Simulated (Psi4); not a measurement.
# Si3H8 (trisilane) at BLYP/6-31G(d) (spherical functions)

What is the vertical singlet–triplet gap of Si3H8 (trisilane) at BLYP/6-31G* (spherical functions)? 

The calculation is run with Psi4 1.11.

**1. The molecule**

Si3H8 has 11 atoms, charge 0, and is taken as a singlet. SMILES: `[SiH3][SiH2][SiH3]`. The shape is that of a PBE0-D4/def2-TZVP optimisation.

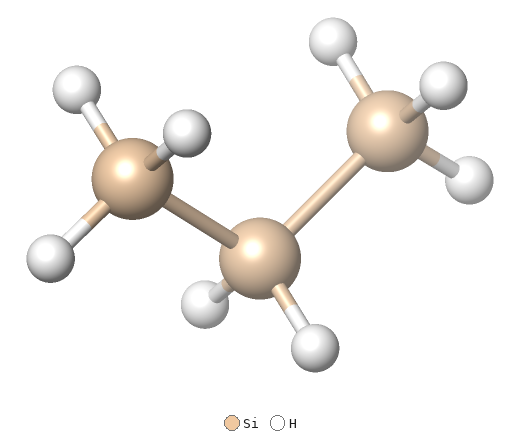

Viewed from a chosen angle; silicon light orange, hydrogen white.

**2. A single-point energy at BLYP/6-31G(d) (spherical functions)**

Input file calc.dat:

```
memory 1.6 GB

molecule {
  Si
  Si 1 2.338317
  Si 2 2.338307 1 110.38789
  H 1 1.487629 2 111.23392 3 179.99075
  H 1 1.487755 4 108.71795 2 121.00163
  H 1 1.487749 4 108.71749 5 117.98517
  H 2 1.490174 3 109.57709 1 120.7585
  H 2 1.490176 7 108.11022 1 119.37557
  H 3 1.487758 2 109.78916 7 -179.46986
  H 3 1.487756 9 108.53752 2 120.00969
  H 3 1.487625 10 108.71757 9 -118.09868
  units angstrom
  symmetry c1
  no_reorient
  no_com
}

set globals {
  basis 6-31G*
  reference rks
  puream true
  e_convergence 1e-09
  d_convergence 1e-08
  scf_type pk
  dft_radial_points 99
  dft_spherical_points 590
}

E, wfn = energy("blyp", return_wfn=True)
oeprop(wfn, "QUADRUPOLE", "WIBERG_LOWDIN_INDICES", "LOWDIN_CHARGES", title="BLYP")
print_variables()
```

Run with:

```
$ psi4 calc.dat calc.out -n 1
```

calc.out:

```text
[...]
  Running in c1 symmetry.
[...]
  Nuclear repulsion =  193.117816004101229
[...]
  Multiplicity = 1
[...]
  Nalpha       = 25
  Nbeta        = 25
[...]
    Number of basis functions: 70
[...]
   @RKS iter   1:  -873.03935559775744   -4.24511e-01   5.07074e-03 ADIIS/DIIS
[...]
   @RKS iter  10:  -873.16759735623953   -2.72848e-12   2.10332e-09 DIIS
[...]
    Orbital Energies [Eh]
    ---------------------
    Doubly Occupied:
       1A    -65.462482     2A    -65.462472     3A    -65.459114
       4A     -5.050398     5A     -5.050364     6A     -5.047239
       7A     -3.468508     8A     -3.468505     9A     -3.468426
      10A     -3.468421    11A     -3.468404    12A     -3.468401
      13A     -3.465330    14A     -3.465297    15A     -3.465192
      16A     -0.516796    17A     -0.477527    18A     -0.432219
      19A     -0.326583    20A     -0.316162    21A     -0.306700
      22A     -0.306115    23A     -0.294208    24A     -0.268115
      25A     -0.246148
[...]
  @RKS Final Energy:  -873.16759735623953
   => Energetics <=
    Nuclear Repulsion Energy =            193.1178160041012291
    One-Electron Energy =               -1593.2693087194145392
    Two-Electron Energy =                 592.6438872447057520
    DFT Exchange-Correlation Energy =     -65.6599918856320528
    Empirical Dispersion Energy =           0.0000000000000000
    VV10 Nonlocal Energy =                  0.0000000000000000
    Total Energy =                       -873.1675973562395257
[...]
 Multipole Moments:
 ------------------------------------------------------------------------------------
     Multipole            Electronic (a.u.)      Nuclear  (a.u.)        Total (a.u.)
 ------------------------------------------------------------------------------------
 L = 1.  Multiply by 2.5417464519 to convert [e a0] to [Debye]
 Dipole X            :          0.0002835           -0.0002493            0.0000343
 Dipole Y            :          0.6967647           -0.6689757            0.0277890
 Dipole Z            :          0.4843788           -0.4650621            0.0193166
 Magnitude           :                                                    0.0338432
 L = 2.  Multiply by 1.3450342976 to convert [e a0^2] to [Debye ang]
 Quadrupole XX       :        -64.9700223           31.2295049          -33.7405175
 Quadrupole XY       :          0.0011442           -0.0010874            0.0000568
[...]
```

It took 11 s on 1 thread of Intel Xeon 6975P-C (Granite Rapids), shared host; peak memory 0.79 GiB.

**3. The triplet: energy and forces at UBLYP/6-31G(d) (spherical functions)**

Input file input.dat:

```
memory 1.6 GB

molecule mol {
  0 3
  Si    -1.292570     1.366730    -0.525270
  Si    -0.462570    -0.807300    -0.296320
  Si     1.631930    -0.774400     0.742750
  H     -2.625850     1.367720    -1.185120
  H     -0.354030     2.180440    -1.344070
  H     -1.422540     2.000090     0.814640
  H     -0.343400    -1.440160    -1.640160
  H     -1.410380    -1.620800     0.516390
  H      1.515950    -0.154940     2.090430
  H      2.583820     0.031780    -0.068050
  H      2.179610    -2.149160     0.894770
  units angstrom
  symmetry c1
  no_reorient
  no_com
}

set basis 6-31G*
set reference uks
set puream true
set e_convergence 1e-09
set d_convergence 1e-08
set scf_type pk
set dft_radial_points 99
set dft_spherical_points 590
set maxiter 100

E, wfn = gradient("blyp", return_wfn=True)
oeprop(wfn, "QUADRUPOLE", "MULLIKEN_CHARGES", "WIBERG_LOWDIN_INDICES")
```

Run with:

```
$ psi4 -i input.dat -o output.dat -n 1
```

output.dat, cut to the lines that bear on the results:

```text
[...]
  Running in c1 symmetry.
[...]
  Nuclear repulsion =  193.117837117706443
[...]
  Multiplicity = 3
[...]
  Nalpha       = 26
  Nbeta        = 24
[...]
    Number of basis functions: 70
[...]
   @UKS iter   1:  -872.83284112852346   -2.17996e-01   4.82115e-03 DIIS/ADIIS
[...]
   @UKS iter  13:  -872.95002161184198   -1.13687e-13   5.65751e-09 DIIS
[...]
   @S^2 Observed:                2.002852872E+00
[...]
  @UKS Final Energy:  -872.95002161184198
   => Energetics <=
    Nuclear Repulsion Energy =            193.1178371177064435
    One-Electron Energy =               -1592.2506641291683991
    Two-Electron Energy =                 591.8057150657015200
    DFT Exchange-Correlation Energy =     -65.6229096660813980
    Empirical Dispersion Energy =           0.0000000000000000
    VV10 Nonlocal Energy =                  0.0000000000000000
    Total Energy =                       -872.9500216118419758
[...]
  -Total Gradient:
     Atom            X                  Y                   Z
    ------   -----------------  -----------------  -----------------
       1        0.013385145378    -0.022120222715     0.004808186215
       2        0.005704272348     0.009914564755     0.003574954649
       3       -0.023317392042     0.004774800685    -0.011176661848
       4        0.018285145793    -0.011627044030     0.008070267996
       5       -0.003755443016     0.003532904078     0.003150557506
       6       -0.000014706060     0.004170668936    -0.004382787632
       7       -0.002012771190    -0.001244177892     0.002531737388
       8        0.000860061680    -0.000760939497    -0.003255406214
       9        0.005748627441    -0.000054830840    -0.001874432931
      10        0.002010917677    -0.000686420324     0.005658711029
      11       -0.016893948526     0.014100554205    -0.007105148746
[...]
```

Wall time 23 s (1 thread of Intel Xeon 6975P-C (Granite Rapids), shared host); peak memory 0.79 GiB.

**4. Summary of results**

At BLYP/6-31G* (spherical functions):

| quantity | value |
| --- | --- |
| singlet: total energy | -873.16760 Eh |
| singlet: dipole moment | 0.09 D |
| singlet: HOMO energy | -6.70 eV |
| singlet: LUMO energy | -0.44 eV |
| singlet: HOMO–LUMO gap | 6.26 eV |
| triplet: total energy | -872.95002 Eh |
| triplet: dipole moment | 0.13 D |
| triplet: HOMO energy (highest over α and β) | -1.15 eV |
| triplet: ⟨S²⟩ | 2.003 |
| triplet: largest force on an atom | 1.352 eV/Å |
| vertical energy of the triplet above the singlet | 5.921 eV |

What this shows: At this shape the triplet lies 5.92 eV (571 kJ/mol) above the singlet. Mulliken charges (triplet) run from -0.03 on H4 to +0.07 on Si1; they depend strongly on the basis.
